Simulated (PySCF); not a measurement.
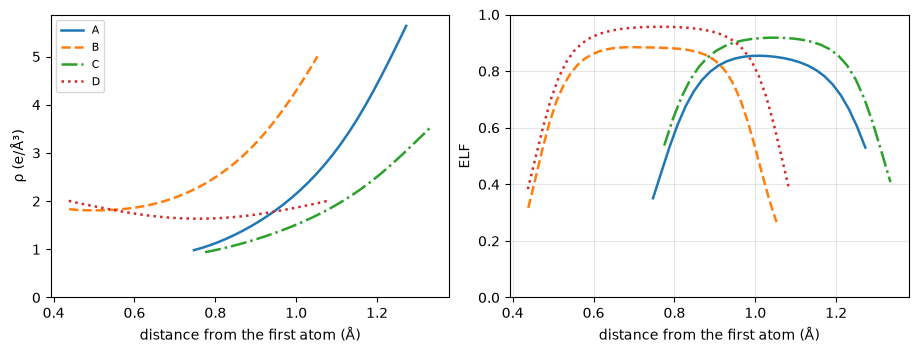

The picture shows: C$_{4}$H$_{15}$NO$_{2}$Si$_{2}$. Total electron density and ELF along straight lines between neighbouring atoms. The curves leave out the atomic cores.

Geometry: GFN2-xTB.

Method: PBE0/pcSseg-1, SCF density, gas phase, non-relativistic in PySCF 2.14.0.

The calculation's input:

```
{"job": {"kind": "nmr", "xc": "PBE0", "basis": "pcSseg-1"}, "charge": 0, "multiplicity": 1}
C     -0.783773     1.816037    -0.848965
C     -1.374367     0.414057    -0.811890
C     -0.840602    -0.400315     0.368343
O     -1.379844    -1.723211     0.391309
C     -2.695538    -1.827981     0.867988
Si     1.031710    -0.764804     0.383061
N      1.455792    -1.247866    -1.213953
O      1.914984     0.548088     0.747404
Si     3.192873     1.529615     0.636116
H     -1.201020     2.381634    -1.679747
H      0.294621     1.767306    -0.966149
H     -1.004340     2.347622     0.074634
H     -2.464679     0.485250    -0.744314
H     -1.130091    -0.114734    -1.734794
H     -1.129763     0.109469     1.299950
H     -2.804123    -1.329317     1.839665
H     -3.424709    -1.400618     0.169929
H     -2.900712    -2.891723     0.985278
H      1.312391    -1.704115     1.471948
H      0.897944    -1.967593    -1.644120
H      2.430247    -1.388044    -1.429241
H      3.119062     2.349519     1.841613
H      3.064570     2.318218    -0.590167
H      4.407631     0.713269     0.593657
```

Command:

```sh
OMP_NUM_THREADS=1 python probes_run.py task.json out
```

Which curve belongs to which contact (C–C, C–O, Si–N and Si–O)? The first atom named is at distance zero.

Curve A: Si–O (1.62 Å): the density is about 1.2 e/Å³ at the midpoint; the ELF peaks at about 0.85 between the atoms: a short, strongly polar bond. Curve B: C–O (1.40 Å): ρ is about 2.1 e/Å³ halfway, with its minimum of 1.8 e/Å³ about 0.5 Å from C; the ELF peaks at about 0.90 between the atoms; a polar covalent bond. Curve C: Si–N (1.72 Å): ρ is about 1.1 e/Å³ halfway; the ELF peaks at about 0.90 between the atoms: a polar covalent bond. Curve D: C–C (1.52 Å): ρ at the midpoint is about 1.6 e/Å³; the ELF peaks at about 0.95 between the atoms (a shared electron pair).
